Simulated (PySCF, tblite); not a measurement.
**C₃H₇Si₂ radical: geometry, infrared bands and EPR parameters**

What infrared bands and EPR parameters should C₃H₇Si₂ radical (`[SiH3][C@@H]1C=[C][SiH2]1`) show?

Programs: tblite 0.8.0 and PySCF 2.14.0, with density-fitted response routines of our own. Each step states its level of theory. These are calculated values for one molecule in the gas phase, unless marked as measured. Atoms are numbered from 0 throughout.

**1. The starting structure**

12 atoms, charge 0, multiplicity 2; geometry from: force field or distance geometry start.

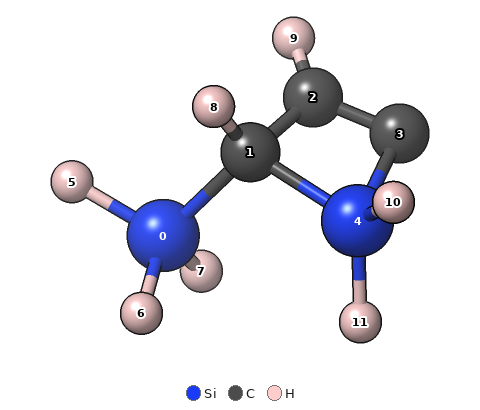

As it starts; silicon blue, carbon dark grey, hydrogen pink, atoms numbered.

**2. Geometry optimisation with GFN2-xTB**

Job settings and geometry (Å):

```
{"job": {"kind": "relax", "xc": "GFN2-xTB", "basis": "xTB"}, "charge": 0, "multiplicity": 2}
Si     1.602500    -0.216900     0.053100
C     -0.122200     0.134100    -0.614300
C     -0.712400     1.389000    -0.113100
C     -1.708100     0.979700     0.646700
Si    -1.368400    -0.788900     0.377600
H      2.573900     0.345100    -0.910100
H      1.782500    -1.664500     0.017300
H      1.798600     0.342100     1.396000
H     -0.149000     0.054100    -1.701000
H     -0.423800     2.436300    -0.339400
H     -2.426200    -1.490500    -0.369100
H     -0.846100    -1.520300     1.530300
```

Launch:

```bash
$ OMP_NUM_THREADS=1 python probes_run.py task.json out
```

One launch serves the whole session: the jobs run in the order shown.

Log:

```text
step      E/eV     max force
  0    -361.25556    3.434
  1    -361.43172    0.891
  2    -361.46394    0.535
  3    -361.48680    0.419
  4    -361.51095    0.418
  5    -361.52163    0.333
  6    -361.53389    0.327
  7    -361.54323    0.305
  8    -361.55222    0.221
  9    -361.55873    0.196
 10    -361.56309    0.156
 11    -361.56550    0.110
 12    -361.56692    0.097
 13    -361.56810    0.084
 14    -361.56945    0.133
 15    -361.57092    0.156
 16    -361.57232    0.125
 17    -361.57355    0.091
 18    -361.57471    0.081
 19    -361.57598    0.112
 20    -361.57744    0.134
 21    -361.57909    0.155
 22    -361.58098    0.138
 23    -361.58302    0.119
 24    -361.58479    0.131
 25    -361.58587    0.080
 26    -361.58632    0.051
 27    -361.58653    0.042
 28    -361.58672    0.045
 29    -361.58694    0.048
 30    -361.58717    0.042
 31    -361.58741    0.050
 32    -361.58762    0.048
 33    -361.58782    0.043
 34    -361.58798    0.038
 35    -361.58808    0.023
 36    -361.58813    0.023
 37    -361.58819    0.024
 38    -361.58830    0.036
 39    -361.58850    0.054
 40    -361.58878    0.058
 41    -361.58903    0.041
 42    -361.58918    0.027
 43    -361.58929    0.030
 44    -361.58947    0.050
 45    -361.58984    0.083
 46    -361.59049    0.111
 47    -361.59128    0.108
 48    -361.59187    0.070
 49    -361.59219    0.050
 50    -361.59239    0.057
 51    -361.59277    0.078
 52    -361.59341    0.098
 53    -361.59419    0.109
 54    -361.59458    0.066
 55    -361.59503    0.027
 56    -361.59512    0.022
 57    -361.59524    0.023
 58    -361.59534    0.027
 59    -361.59552    0.034
 60    -361.59566    0.027
 61    -361.59576    0.023
 62    -361.59580    0.018
 63    -361.59584    0.017
 64    -361.59589    0.019
 65    -361.59593    0.012
 66    -361.59595    0.010
```

Wall time 0.28 s (1 thread of Arm Neoverse V2, shared host).

Along the way: (not every step is listed)

```
step  energy from step 0 (eV)  largest force (eV/Å)
   0                   0.0000                3.4345
   1                  -0.1762                0.8915
   2                  -0.2084                0.5351
   3                  -0.2312                0.4192
   4                  -0.2554                0.4182
   5                  -0.2661                0.3326
   6                  -0.2783                0.3272
   7                  -0.2877                0.3049
   8                  -0.2967                0.2215
  13                  -0.3125                0.0843
  18                  -0.3191                0.0814
  23                  -0.3275                0.1190
  28                  -0.3312                0.0446
  33                  -0.3323                0.0433
  38                  -0.3327                0.0362
  43                  -0.3337                0.0303
  48                  -0.3363                0.0697
  53                  -0.3386                0.1095
  58                  -0.3398                0.0272
  61                  -0.3402                0.0227
  62                  -0.3402                0.0185
  63                  -0.3403                0.0168
  64                  -0.3403                0.0190
  65                  -0.3404                0.0124
  66                  -0.3404                0.0100
```

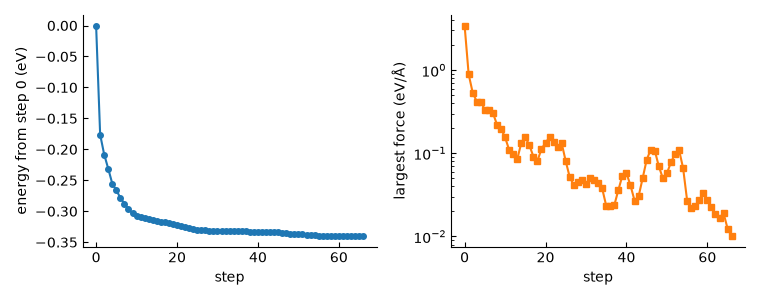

Energy and force, step by step.

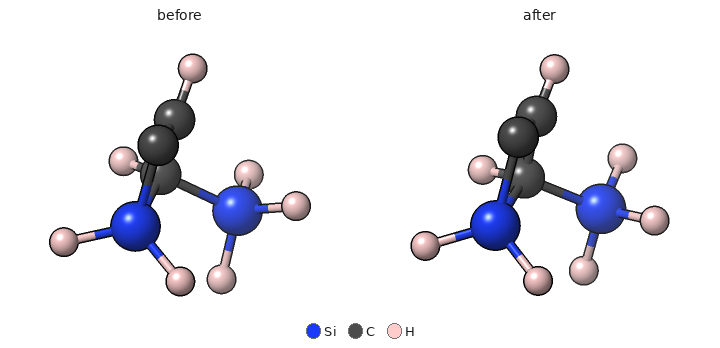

The geometry before (left) and after (right).

Distances of close pairs at the start and the end, largest changes first:

```
   bond  before (Å)  after (Å)  change (Å)
 C1–Si4       1.841      1.955      +0.114
 C3–Si4       1.821      1.882      +0.061
  C2–H9       1.110      1.075      -0.034
  C1–C2       1.475      1.509      +0.034
 Si0–H5       1.479      1.465      -0.014
Si4–H10       1.473      1.461      -0.012
 Si0–C1       1.882      1.892      +0.009
  C2–C3       1.318      1.326      +0.009
```

The end geometry stands in the next job.

**3. Vibrational analysis with GFN2-xTB**

Job settings and geometry (Å):

```
{"job": {"kind": "ir", "xc": "GFN2-xTB", "basis": "xTB"}, "charge": 0, "multiplicity": 2}
Si     1.682988    -0.200736     0.002370
C     -0.107058     0.068401    -0.546506
C     -0.660511     1.425372    -0.188563
C     -1.718215     1.102531     0.543753
Si    -1.537628    -0.769621     0.489231
H      2.554321     0.739092    -0.708007
H      2.067428    -1.574872    -0.323881
H      1.787400     0.032795     1.442657
H     -0.231641    -0.125027    -1.614840
H     -0.261881     2.376798    -0.492771
H     -2.473253    -1.568500    -0.298771
H     -1.100751    -1.506920     1.669302
```

Log:

```text
mode    cm-1     km/mol
  1     100.8      0.10
  2     156.5      1.54
  3     161.3      0.87
  4     276.7      1.31
  5     381.8     10.85
  6     460.3     38.43
  7     483.8      4.82
  8     501.0     26.84
  9     549.0     51.35
 10     570.3     84.51
 11     631.1     97.01
 12     743.1     62.32
 13     770.6    205.36
 14     782.0    419.78
 15     795.3    154.39
 16     801.3    243.95
 17     809.4     14.88
 18     879.6     86.65
 19    1010.6     45.98
 20    1023.3     35.98
 21    1126.5     31.56
 22    1147.6      8.81
 23    1574.3     32.91
 24    2246.6    339.06
 25    2260.0    266.48
 26    2267.3     35.53
 27    2276.7    632.55
 28    2301.1    262.56
 29    2909.8     53.38
 30    3105.1     51.19
```

It took 0.26 s on 1 thread of Arm Neoverse V2, shared host.

Which atoms move in the most intense modes:

```
cm⁻¹  km/mol                         atoms
 771   205.4              H6 37 %, H7 31 %
 782   419.8     H6 41 %, H5 29 %, H7 13 %
 795   154.4              H5 47 %, H7 42 %
 801   243.9  H10 29 %, H11 22 %, Si0 10 %
2247   339.1                       H5 92 %
2260   266.5                       H6 96 %
2277   632.5             H10 55 %, H7 38 %
2301   262.6            H11 85 %, H10 11 %
```

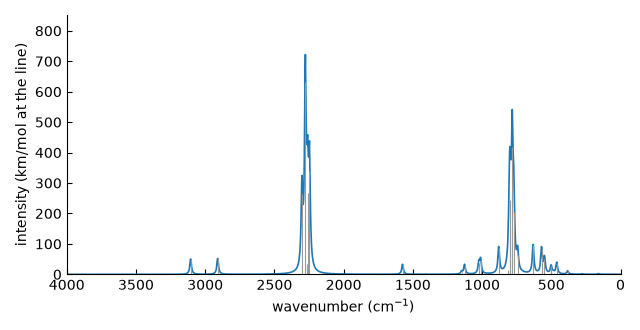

The infrared spectrum from these modes, unscaled. Lines are broadened to a width of 14 cm⁻¹ (Lorentzian).

**4. EPR parameters: B3LYP/pcH-1**

The job, as its differences from that of step 3:

```diff
@@ -1,2 +1,2 @@
-{"job": {"kind": "ir", "xc": "GFN2-xTB", "basis": "xTB"}, "charge": 0, "multiplicity": 2}
+{"job": {"kind": "epr", "basis": "pcH-1"}, "charge": 0, "multiplicity": 2}
 Si     1.682988    -0.200736     0.002370
```

With the program's defaults for keys left out, this is: UKS B3LYP, pcH-1 on C H Si, non-relativistic, mean-field spin-orbit, GIAO.

Log:

```text
UKS, coarse grid
  cycle   1  E = -697.36525884  |g| = 3.03e-01
  cycle   2  E = -697.33158747  |g| = 3.79e-01
  cycle   3  E = -697.41018939  |g| = 4.96e-02
  cycle   4  E = -697.41146337  |g| = 2.26e-02
  cycle   5  E = -697.41165484  |g| = 1.55e-02
  cycle   6  E = -697.41179752  |g| = 3.20e-03
  cycle   7  E = -697.41181250  |g| = 1.93e-03
  cycle   8  E = -697.41182013  |g| = 9.33e-04
UKS, final grid
  cycle   1  E = -697.41183687  |g| = 9.96e-04
  cycle   2  E = -697.41183708  |g| = 1.32e-03
  cycle   3  E = -697.41183804  |g| = 2.35e-04
  cycle   4  E = -697.41183830  |g| = 1.91e-04
  cycle   5  E = -697.41183835  |g| = 7.34e-05
  cycle   6  E = -697.41183835  |g| = 1.49e-05
E = -697.41183835 Eh   <S^2> = 0.7577 (exact 0.7500)
g shifts (ppm)      1          2          3
  rmc          -166       -166       -166
  gc             42          7        -37
  oz_so        -982         59       2330
  total       -1106       -100       2128
hyperfine (MHz)  atom isotope    a_iso     a_fc   dipolar eigenvalues
    0  29Si     -15.38     -15.41     -5.61      2.63      2.98
    1   13C     108.97     108.95    -10.86     -9.21     20.06
    2   13C     -11.78     -11.77    -21.15      1.10     20.05
    3   13C     303.22     303.34    -74.76    -58.35    133.10
    4  29Si     -49.42     -49.57    -31.58     15.48     16.10
    5    1H       7.53       7.53     -1.02     -0.71      1.73
    6    1H       2.63       2.63     -1.04     -0.83      1.87
    7    1H       0.27       0.27     -1.49     -0.85      2.35
    8    1H      -0.49      -0.50     -6.16     -0.63      6.79
    9    1H      34.15      34.16     -6.33     -3.60      9.92
   10    1H      -2.29      -2.30     -3.52     -1.87      5.39
   11    1H      -2.36      -2.37     -3.48     -1.86      5.34
```

Wall time 40 s (1 thread of Arm Neoverse V2, shared host); peak memory 0.74 GiB.

Principal g values 2.00121, 2.00222, 2.00445; g(iso) = 2.00263, against 2.00232 for a free electron.

Mean a(iso) over the nuclei that a row names, and the largest dipolar term of the row (other rows stand at the frozen geometry):

```
    nuclei  isotope  a(iso) (MHz)  a(iso) (G, at g = 2.0023)  largest dipolar term (MHz)
        C3      13C         303.2                      108.2                       133.1
        C1      13C         109.0                       38.9                        20.1
       Si4     29Si         -49.4                      -17.6                       -31.6
        H9       1H          34.2                       12.2                         9.9
       Si0     29Si         -15.4                       -5.5                        -5.6
        C2      13C         -11.8                       -4.2                       -21.1
H5, H6, H7       1H           3.5                        1.2                         2.3
       H11       1H          -2.4                       -0.8                         5.3
       H10       1H          -2.3                       -0.8                         5.4
        H8       1H          -0.5                       -0.2                         6.8
```

Mulliken spin populations:

```
atom  value (e)
 Si0       0.02
  C1       0.10
  C2      -0.11
  C3       0.91
 Si4       0.06
  H5       0.00
  H6       0.00
  H7       0.00
  H8       0.00
  H9       0.02
 H10       0.00
 H11       0.00
```

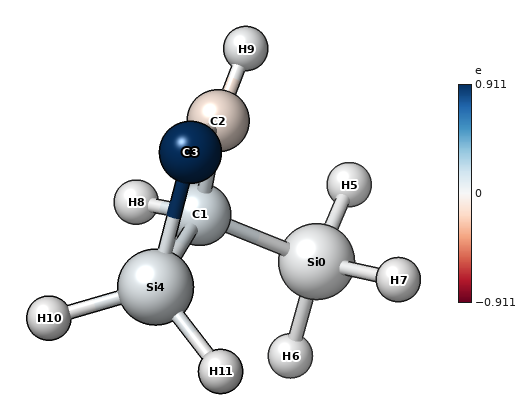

Mulliken spin populations, as colours on the atoms.

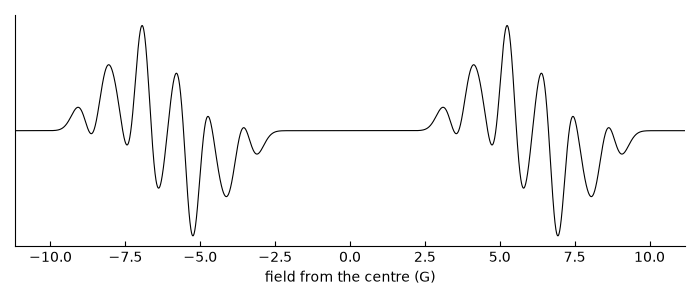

First-order isotropic spectrum (first derivative, main isotopes with spin only, couplings over 0.8 MHz, Gaussian width 0.3 G; couplings of the frozen geometry, rotation of groups not averaged beyond the rows shown).

Orbitals, density, ELF and potential are computed afterwards from the orbital file.

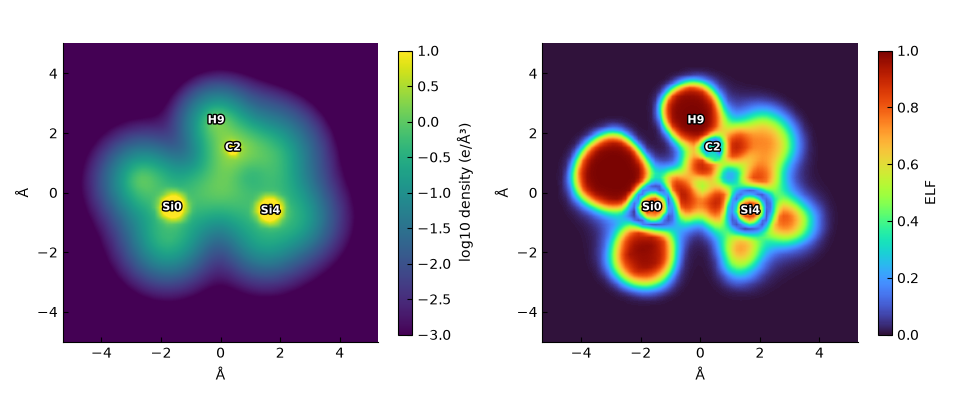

Density (left) and ELF (right) in a plane through or near 4 of the atoms.

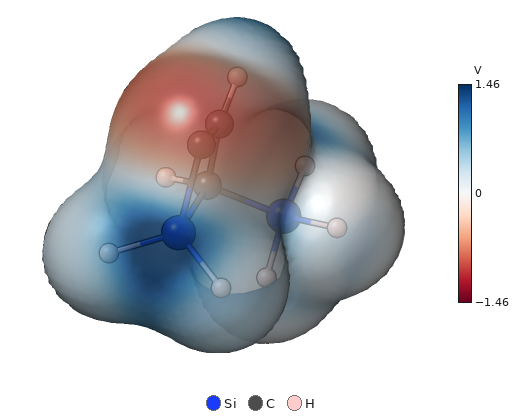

Electrostatic potential on the surface of density 0.002 e/bohr³; red is low, blue high. It runs from -0.88 V near C3 to 1.46 V near Si4.

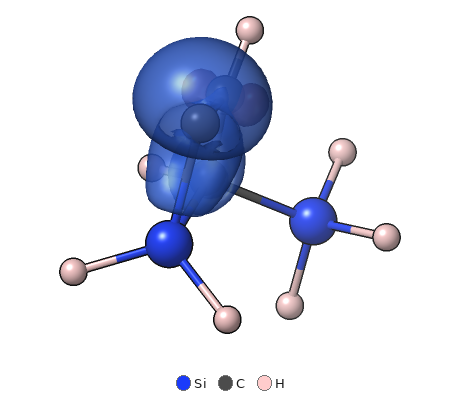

Spin density at ±0.04 e/Å³ (alpha excess blue, beta excess red).

**5. What came out**

```
                                                                  quantity                  value
                                 strongest single infrared mode (GFN2-xTB)  2277 cm⁻¹, 633 km/mol
                                              zero-point energy (GFN2-xTB)          47.3 kcal/mol
                                                            g(iso) (B3LYP)                2.00263
                                                                      ⟨S²⟩     0.758 (exact 0.75)
                                        largest a(iso) (averaged by class)   13C on C3, 303.2 MHz
potential on the surface of density 0.002 e/bohr³, 1st and 99th percentile     -0.88 V and 1.46 V
```

**Reading.** The optimisation took 66 steps and gained 0.340 eV; among the close pairs (by a distance rule), C1–Si4 changed most, from 1.841 to 1.955 Å. All 30 modes are real, so the xTB geometry is a minimum. The strongest single mode, at 2277 cm⁻¹, moves mainly H10 and H7. GFN2-xTB is a fitted tight-binding method: band positions and strengths are rough. Its intensities can rank the bands wrongly. Most of the unpaired spin sits on C3 (0.91 e). The isotropic g lies 0.3 ppt above the free-electron value. The conformer search (at its own cheap level) found a structure 3.0 kcal/mol lower, so these spectra needn't be the molecule's.
